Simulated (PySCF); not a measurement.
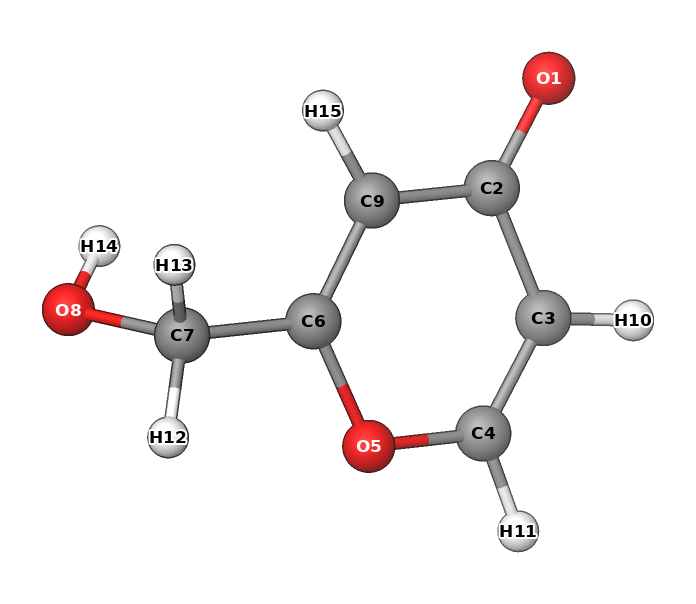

State: charge −1, doublet. The computed structure is the end point of a GFN2-xTB optimisation. No frequency run is at hand to confirm it as a minimum. Properties computed with UKS B3LYP, pcH-1 on C H O, non-relativistic (PySCF 2.14.0).

Give the isotropic hyperfine couplings (Fermi-contact term alone) of O1, C2, C3, C4, O5, C6, C7, O8, C9, H10, H11, H12, H13, H14, H15.

| atom | isotope | a_iso (MHz) |
| --- | --- | --- |
| O1 | 17O | −19.0 |
| C2 | 13C | 8.6 |
| C3 | 13C | −16.5 |
| C4 | 13C | 8.8 |
| O5 | 17O | −19.4 |
| C6 | 13C | 46.5 |
| C7 | 13C | −14.3 |
| O8 | 17O | −53.6 |
| C9 | 13C | −18.9 |
| H10 | 1H | 2.8 |
| H11 | 1H | −9.9 |
| H12 | 1H | 3.4 |
| H13 | 1H | 14.9 |
| H14 | 1H | −4.8 |
| H15 | 1H | −2.3 |
